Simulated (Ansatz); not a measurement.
# AlH₄+ (singlet): the correlation ladder, cc-pVDZ

How much of the correlation energy of AlH₄+ (singlet) does each wave-function method recover here?

Program: Ansatz 0.2.0, Gaussian basis. Level of theory: cc-pVDZ, core rule «outside noble gas», up to 5 orbitals frozen. These are calculated values, not measurements.

To be run: UHF; CCSD(T) on RHF; BCCD(T) on RHF; CISD; CCSDT(Q) on RHF; Full CI.

12 further runs of the same task are left out: 5 for a known fault of the program, 1 that didn't finish, 6 set aside as unsound or not needed.

## (1) The geometry

The geometry is a PBE0/def2-TZVP stationary point (not a proven minimum).

5 atoms, charge 1, spin multiplicity 1.

Atoms are counted from 1 here; the program's logs count them from 0.

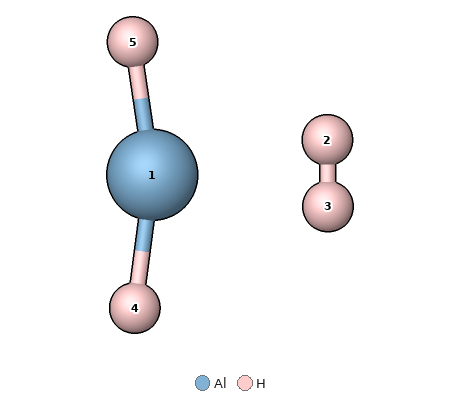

The geometry (aluminium light blue, hydrogen pink); atoms are numbered from 1 in the order of the file.

Geometry (Å):

```xyz
5
AlH4
Al    0.0000    0.0000   -0.1186
H     0.0000   -0.3848    1.9224
H     0.0000    0.3848    1.9224
H     0.0000    1.5369   -0.3348
H     0.0000   -1.5369   -0.3348
```

## (2) UHF

The input, in.yaml:

```yaml
crystal:
  periodic: [false, false, false]
  atoms:
    - {symbol: Al, position_ang: [0.000000, 0.000000, -0.118619]}
    - {symbol: H, position_ang: [0.000000, -0.384792, 1.922431]}
    - {symbol: H, position_ang: [0.000000, 0.384794, 1.922430]}
    - {symbol: H, position_ang: [0.000000, 1.536935, -0.334772]}
    - {symbol: H, position_ang: [0.000000, -1.536935, -0.334770]}
basis:
  gaussian: {orbitals: cc-pVDZ}
total_charge: 1
magnetization: {spin_polarized: true, initial_magnetization: 0}
hamiltonian: {xc: hf}
output: {orbitals: {seedname: orbitals}}
```

Started as:

```console
$ ansatz run in.yaml --threads 1 --pin off --events-out ev --progress --plain --max-ram 2176MiB
```

After this run come: CCSD(T) on RHF; BCCD(T) on RHF; CISD; CCSDT(Q) on RHF; Full CI.

Q: Predict the results of all the runs planned. Wanted: FCI below the RHF energy; RMP2 from FCI; RCCSD from FCI; RCCSD(T) from FCI; RCCSDT(Q) from FCI; T1 diagnostic; effectively unpaired electrons.

The runs gave:

| quantity | value |
| --- | --- |
| FCI below the RHF energy | -2.8925 eV |
| RMP2 from FCI | +16.70 kcal/mol |
| RCCSD from FCI | +0.77 kcal/mol |
| RCCSD(T) from FCI | +0.21 kcal/mol |
| RCCSDT(Q) from FCI | +0.01 kcal/mol |
| levels within 1 kcal/mol (43 meV) | RCCSD, RCCSD(T), BCCD(T), RCCSDT, RCCSDT(Q) |
| T1 diagnostic | 0.009 |
| effectively unpaired electrons | 0.03 |

RCCSD(T) lands +0.21 kcal/mol from the yardstick (0.3 % of the correlation energy). One determinant dominates. These misses are within one basis, not against nature.
